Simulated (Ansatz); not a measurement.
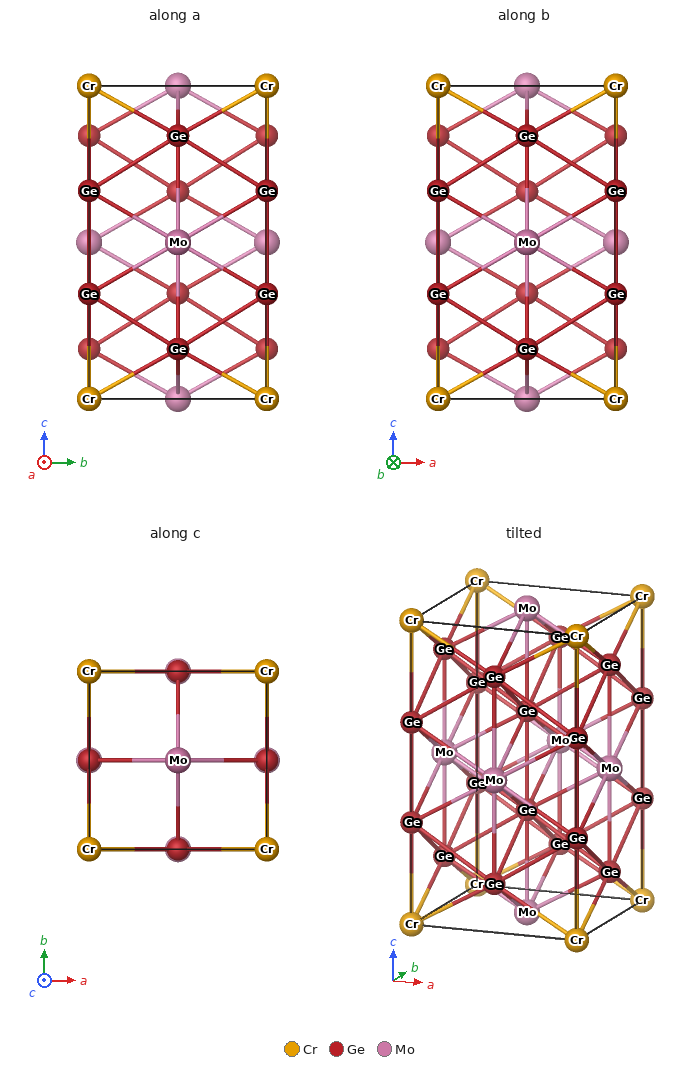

An orthographic ball-and-stick view of the structure, along the a axis, along the b axis, along the c axis and slightly off an axis. The box is the conventional unit cell; atoms on or close to its faces, edges and corners are drawn wherever they repeat.

Lattice parameters: a = 4.6870 Å, b = 4.6870 Å, c = 8.2559 Å, α = 90.000°, β = 90.000°, γ = 90.000°.

**Convert the drawing into a CIF with its space group and independent sites, with free fractional coordinates to two decimals.**

```cif
data_structure
_symmetry_space_group_name_H-M 'P 4/m m m'
_symmetry_Int_Tables_number 123
_cell_length_a 4.6870
_cell_length_b 4.6870
_cell_length_c 8.2559
_cell_angle_alpha 90.000
_cell_angle_beta 90.000
_cell_angle_gamma 90.000
_cell_volume 181.37
loop_
_atom_site_label
_atom_site_type_symbol
_atom_site_symmetry_multiplicity
_atom_site_Wyckoff_symbol
_atom_site_fract_x
_atom_site_fract_y
_atom_site_fract_z
_atom_site_occupancy
Cr1 Cr 1 a 0.00 0.00 0.00 1
Ge1 Ge 2 g 0.00 0.00 0.66 1
Ge2 Ge 4 i 0.00 0.50 0.16 1
Ge3 Ge 2 h 0.50 0.50 0.66 1
Mo1 Mo 2 e 0.00 0.50 0.50 1
Mo2 Mo 1 c 0.50 0.50 0.00 1
```

It derives from a structure type filled with these elements by a generator (whether the compound takes this form wasn't checked). Earlier steps of the study, as a rule a relaxation of our own, may have changed the cell and positions, so they can lie some per cent off the listed ones. It was set up as input for a calculation with Ansatz.
